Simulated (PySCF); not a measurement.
## Run report: C$_{5}$H$_{9}$Cl$_{2}$ (charge +1), NMR shielding calculation

System: C$_{5}$H$_{9}$Cl$_{2}$, charge +1, SMILES C[C+](C)CC(Cl)Cl.
Method: GIAO PBE0/pcSseg-1 NMR shielding, non-relativistic, gas phase (PySCF 2.14.0).

The geometry comes from this level: GFN2-xTB. Figures and captions count atoms from 1; the log counts them from 0 in places.

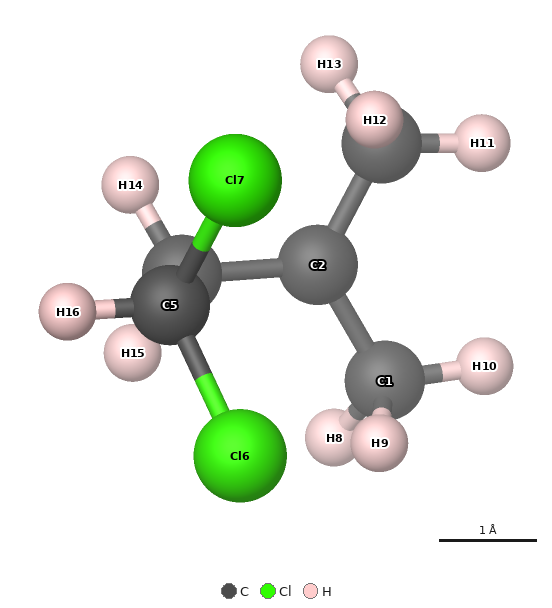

**Figure 1.** The structure as given in the input (ball-and-stick view, seen at a tilt; atoms are numbered from 1 in the order of the input). Bond lengths as drawn: C–C 1.44 to 1.56 Å, C–Cl 1.78 Å and C–H 1.09 to 1.11 Å.

## Input file
```
{"job": {"kind": "nmr", "xc": "PBE0", "basis": "pcSseg-1", "pop": false}, "charge": 1, "multiplicity": 1}
C     -1.049260     1.369448     0.258019
C     -0.658944     0.035196    -0.103569
C     -1.216506    -1.132097     0.520967
C      0.495877    -0.136995    -1.002965
C      1.838929    -0.146671    -0.206986
Cl     2.130533     1.390638     0.644031
Cl     1.939283    -1.510943     0.933833
H     -1.194794     2.017474    -0.608726
H     -0.157483     1.816715     0.742164
H     -1.905710     1.420867     0.923461
H     -2.059238    -0.930541     1.175223
H     -0.386230    -1.592505     1.093049
H     -1.465475    -1.914359    -0.198800
H      0.453872    -1.087490    -1.536348
H      0.575757     0.682139    -1.718570
H      2.651791    -0.271932    -0.926194
```

The first line tells a small driver script what to run in PySCF; the rest is the geometry in Å.

Hardware: 1 CPU thread, shared host.

Launch command:
```bash
OMP_NUM_THREADS=1 python <driver script> task.json out
```

## What the program printed
```
coarse grid: 14264 points
cycle   1  E = -1115.3077644864  dE =  1.082e+00  |g| = 5.514e-01  |ddm| = 3.482e+00
cycle   2  E = -1115.1971415930  dE =  1.106e-01  |g| = 8.969e-01  |ddm| = 1.398e+00
cycle   3  E = -1115.3868218251  dE = -1.897e-01  |g| = 6.939e-02  |ddm| = 8.102e-01
cycle   4  E = -1115.3877225774  dE = -9.008e-04  |g| = 3.391e-02  |ddm| = 7.857e-02
cycle   5  E = -1115.3879912759  dE = -2.687e-04  |g| = 7.763e-03  |ddm| = 3.256e-02
cycle   6  E = -1115.3880056775  dE = -1.440e-05  |g| = 2.411e-03  |ddm| = 9.230e-03
cycle   7  E = -1115.3880070992  dE = -1.422e-06  |g| = 6.287e-04  |ddm| = 3.061e-03
final grid: 127880 points
cycle   8  E = -1115.4276667403  dE = -4.527e-05  |g| = 7.906e-03  |ddm| = 2.744e-02
cycle   9  E = -1115.4276612479  dE =  5.492e-06  |g| = 8.805e-03  |ddm| = 1.344e-02
cycle  10  E = -1115.4276806015  dE = -1.935e-05  |g| = 1.777e-03  |ddm| = 8.826e-03
cycle  11  E = -1115.4276812779  dE = -6.764e-07  |g| = 3.479e-04  |ddm| = 1.959e-03
cycle  12  E = -1115.4276813059  dE = -2.801e-08  |g| = 8.124e-05  |ddm| = 3.222e-04
cycle  13  E = -1115.4276813074  dE = -1.512e-09  |g| = 3.503e-05  |ddm| = 1.102e-04
cycle  14  E = -1115.4276813077  dE = -2.940e-10  |g| = 5.026e-06  |ddm| = 3.127e-05
```

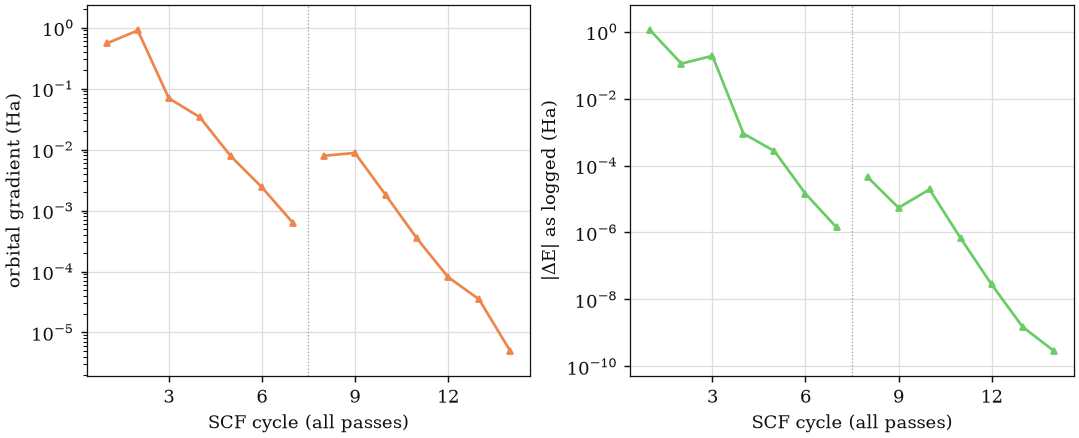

**Figure 2.** Convergence of the self-consistent field: orbital gradient and size of the energy change against the SCF cycle. The dotted line marks the change from a coarse to the final integration grid. The first 7 cycles use a coarse grid, the final grid takes over at cycle 8, and the field converges after 14 cycles in all.

```
converged SCF energy = -1115.4276813077

GIAO shielding tensors (ppm)
atom      isotropic    diamagn.    paramagn.     s11        s22        s33       span
  0 C      126.693     250.639    -123.946     80.306    145.201    154.573     74.267
  1 C     -136.316     263.721    -400.037   -317.088   -252.623    160.762    477.850
  2 C      126.962     250.628    -123.666     80.662    145.444    154.781     74.119
  3 C      120.526     251.925    -131.399     94.120    117.112    150.347     56.226
  4 C      102.376     246.783    -144.407     59.041    114.343    133.744     74.703
  5 Cl     626.722    1146.179    -519.457    328.326    647.655    904.183    575.857
  6 Cl     627.007    1146.162    -519.155    326.807    647.873    906.340    579.534
  7 H       27.444      27.380       0.064     23.195     25.840     33.296     10.102
  8 H       26.396      26.999      -0.602     22.402     24.475     32.312      9.911
  9 H       27.192      28.418      -1.226     23.697     26.534     31.346      7.649
 10 H       27.210      28.426      -1.216     23.705     26.553     31.372      7.668
 11 H       26.399      27.013      -0.613     22.379     24.518     32.300      9.920
 12 H       27.467      27.369       0.098     23.206     25.854     33.341     10.136
 13 H       27.723      30.500      -2.777     24.180     25.708     33.281      9.101
 14 H       27.728      30.518      -2.790     24.168     25.730     33.285      9.118
 15 H       24.550      27.196      -2.646     20.397     23.633     29.620      9.224
```

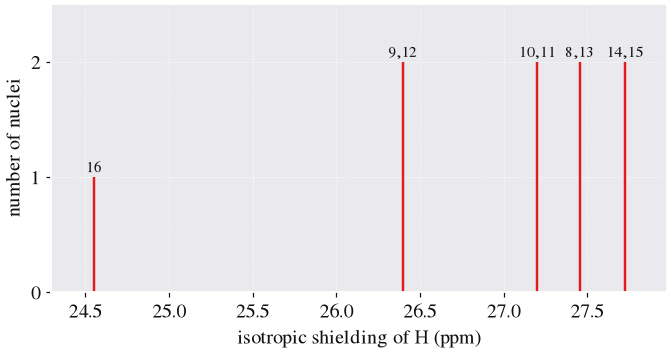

**Figure 3.** Isotropic shieldings of the hydrogen nuclei in this fixed geometry, labelled by atom number; shielding grows to the right, so chemical shift grows to the left. The least shielded is H16 (24.6 ppm), the most shielded H15 (27.7 ppm).

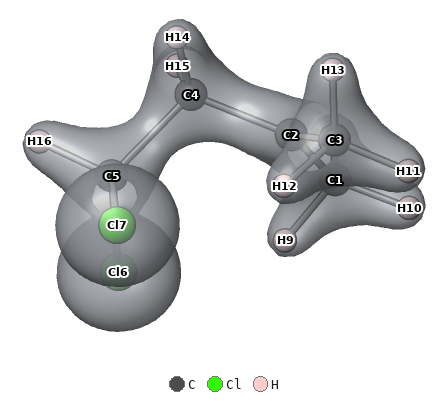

**Figure 4.** Isosurface of the total electron density at 1 e/Å³ (grey), seen from the side. At this value the surface is in one piece. On the grid the lowest density along these lines, outside the cores, is 1.9 e/Å³ (C–C, 1.44 Å), 1.3 e/Å³ (C–Cl, 1.78 Å), 1.9 e/Å³ (C–H, 1.09 Å) and 1.5 e/Å³ (C–C, 1.56 Å).

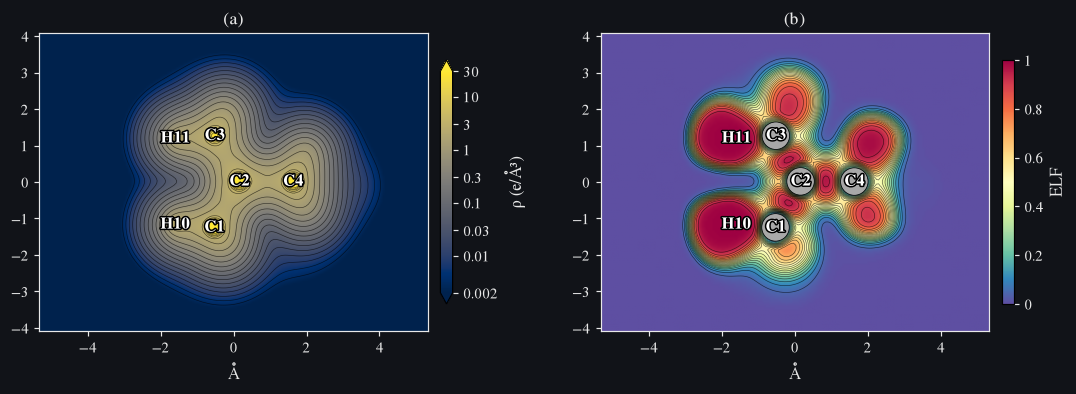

**Figure 5.** (a) total electron density; (b) ELF on the plane of atoms C2, C1 and H10. Grey discs, where drawn, cover atomic cores. C–C (1.44 Å): ρ is about 2 e/Å³ halfway; the ELF peaks at about 0.95 between the atoms, as expected for localised, shared-pair bonding.

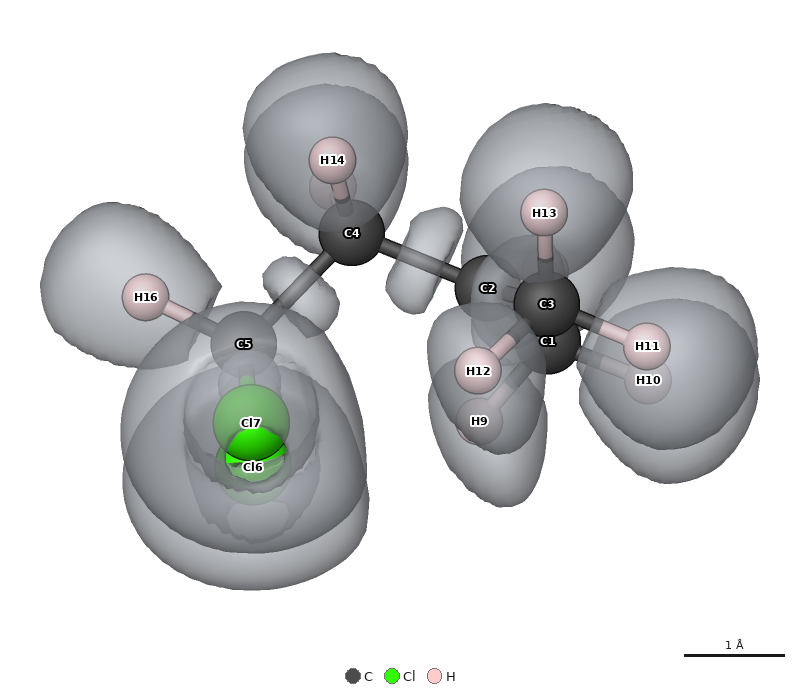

**Figure 6.** Isosurface of the electron localisation function at 0.8 (grey), seen from the side. Only the valence region is drawn (cores and ρ < 0.01 e/Å³ removed). Values along the shortest contacts: C–C (1.44 Å): the ELF peaks at about 0.95 between the atoms (a covalent bond).

## Key numbers

| quantity | value |
| --- | --- |
| outcome | converged |
| total energy | −1115.427681 hartree |
| HOMO | −13.24 eV |
| LUMO | −8.59 eV |
| isotropic shielding, C | −136.3 to 127.0 ppm |
| isotropic shielding, Cl | 626.7 to 627.0 ppm |
| isotropic shielding, H | 24.6 to 27.7 ppm |
| wall time | 30 s |
| peak memory | 0.82 GiB |

Settings chosen away from the usual ones: PBE0/pcSseg-1.
